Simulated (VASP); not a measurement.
Band structure of HfC (rock salt). Method: PBE GGA with D4 dispersion, VASP's PBE PAW potentials (set 64) (plane waves; VASP).

Unless said otherwise, spin-orbit coupling is left out, though it shifts the bands of the heavy elements here.

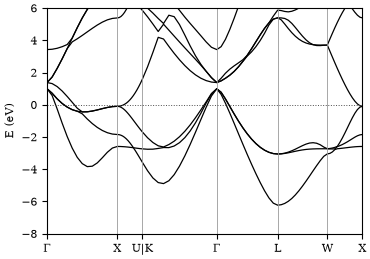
Fig. 1. Bands along high-symmetry lines, zero at the valence-band maximum or, without a gap, the Fermi level

Problem. Read the plot: is there a gap, and where are the band edges?

Solution. It has no gap at this level: it comes out as a metal or semimetal. (Edges off the drawn lines would not show.)

The compound is HfC in the rock salt structure. It was relaxed first.
